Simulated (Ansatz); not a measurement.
# Calculations on SiH2ClF

### Relaxation

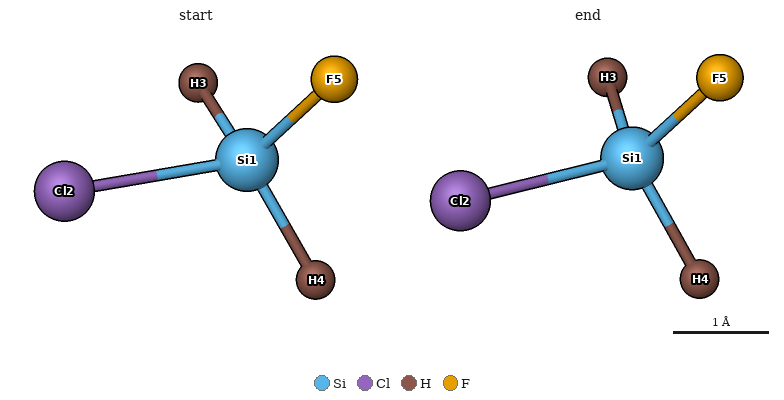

The structure of SiH₂ClF before (left) and after (right) a relaxation, at one scale.

A ball-and-stick model, seen at a tilt.

The run prepares an end point of a later path (reaction) calculation, from a guessed geometry.

All numbers below come from RKS BLYP-D4/def2-SVP (Ansatz 0.2.0). Set-up: no spin polarisation; force threshold 0.03 eV/Å; at most 50 steps.

Question: Describe what moved and what it gained.

Answer: The energy falls by 4.33 kcal/mol in 3 geometry steps. Largest force component: 1 eV/Å at the start, 0.014 eV/Å at the end. H3 moves most after the best rigid fit: 0.22 Å. Largest moves by element: H 0.22 Å, Cl 0.17 Å, Si 0.07 Å, F 0.07 Å. Among the contacts that change: Si1–H3 1.459 → 1.492 Å, Si1–Cl2 2.098 → 2.075 Å. Bond angles that change, for instance: Cl2–Si1–H3 92.5° → 109.1°, H3–Si1–H4 118.5° → 113.2°, H3–Si1–F5 113.0° → 108.3°. The run took 5.6 s on 1 thread of Arm Neoverse V2 (shared host), peak memory 0.12 GiB.

### Relaxation

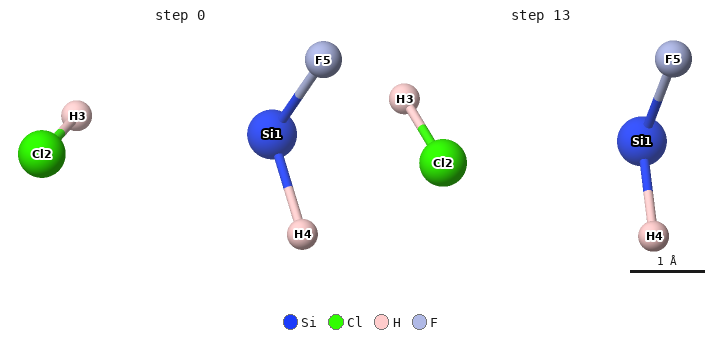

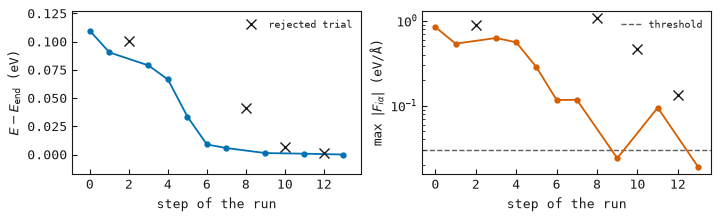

First and last geometry of a relaxation of SiH2ClF, with the history of the run. A ball-and-stick model, seen face on.

The run prepares an end point of a later path (reaction) calculation, from a guessed geometry.

All numbers below come from Ansatz 0.2.0, RKS BLYP-D4/def2-SVP.

Input file:
```yaml
crystal:
  periodic: [false, false, false]
  atoms:
    - { symbol: Si, position_ang: [-0.101116, 0.008875, -0.80782] }
    - { symbol: Cl, position_ang: [1.685212, 0.130062, 1.994234] }
    - { symbol: H, position_ang: [2.066305, -0.112785, 0.730773] }
    - { symbol: H, position_ang: [-1.051462, 1.143068, -0.321254] }
    - { symbol: F, position_ang: [-1.108339, -1.27522, -0.541233] }
basis:
  gaussian: { orbitals: def2-SVP }
hamiltonian:
  xc: blyp
  dispersion: d4
relax:
  f_tol: 0.03
  max_steps: 50
```

Launched with:
```bash
ansatz run input.yaml --threads 1 --pin off --max-ram 2048MiB --backend cpu --events-out ev --progress --plain --runs-dir out
```

Question: What do the curves and the structures tell?

Answer: It converged. Cl2 moves most after the best rigid fit: 0.61 Å. Largest moves by element: Cl 0.61 Å, H 0.51 Å, Si 0.17 Å, F 0.14 Å. Near-neighbour distances that change, for instance: Si1–Cl2 3.325 → 2.878 Å, Cl2–H3 1.342 → 1.304 Å, Si1–F5 1.654 → 1.662 Å, Si1–H4 1.558 → 1.562 Å. The energy falls by 0.110 eV in 9 accepted moves (13 points after the start). Largest force component: 0.84 eV/Å at the start, 0.019 eV/Å at the end. The line search rejected the trial steps at points 2, 8, 10, 12 of the run. The forces were under the threshold at step 9, but the run went on from there.

Limits of the set-up: the start holds two separate molecules, 2.7 Å apart at their closest, whose relative position is a soft coordinate.

### Path

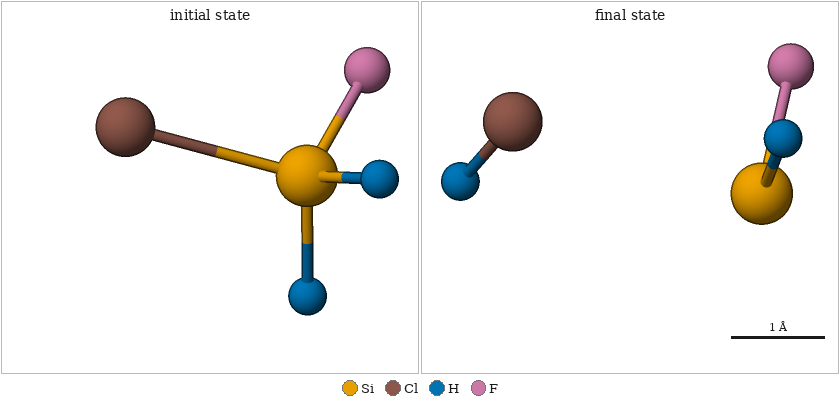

The two relaxed end points of a path for SiH2ClF. A ball-and-stick model, seen at a tilt.

Theory: Ansatz 0.2.0, RKS BLYP-D4/def2-SVP.

Set-up: 7 movable images; climbing image; force threshold 0.05 eV/Å; iteration limit 60.

Start:
```xyz
5

Si    0.2999    0.0190    0.0942
Cl    0.6718   -0.0003    2.1360
H     1.5988   -0.0252   -0.6376
H    -0.5236    1.2164   -0.2408
F    -0.5563   -1.3159   -0.2971
```

End:
```xyz
5

Si   -0.3251    0.1927   -0.8359
Cl    1.4697    0.2010    1.4135
H     2.4862   -0.2990    0.7686
H    -1.1395    1.0757    0.1621
F    -1.0008   -1.2765   -0.4536
```

Q: What barrier does the band find between them, and by what path?

A: The highest point, image 4, lies 2.75 eV above the start and 0.14 eV above the end; the end is at +2.61 eV relative to the start. Breaking: Si1–Cl2 (2.08 → 2.69 at the top → 2.88 Å), Si1–H3 (1.49 → 1.71 at the top → 3.27 Å). Forming: Cl2–H3 (2.92 → 1.53 at the top → 1.30 Å). The band converged in 10 iterations, with a climbing image at the top.

Energies of the converged images:

```tsv
image	path (Å)	E (eV)
0	0.00	0.000
1	0.39	0.246
2	0.77	1.156
3	1.16	2.370
4	1.54	2.754
5	1.92	2.700
6	2.29	2.679
7	2.67	2.633
8	3.04	2.612
```

The geometry at the top of the path:

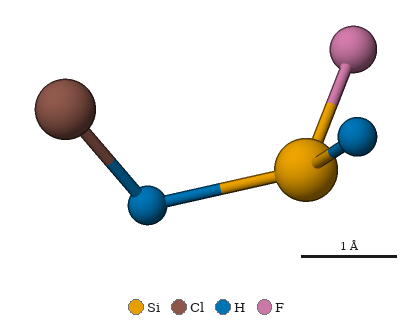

Cost: 73 s on 1 thread of Arm Neoverse V2, on a shared host, peak memory 0.1 GiB.
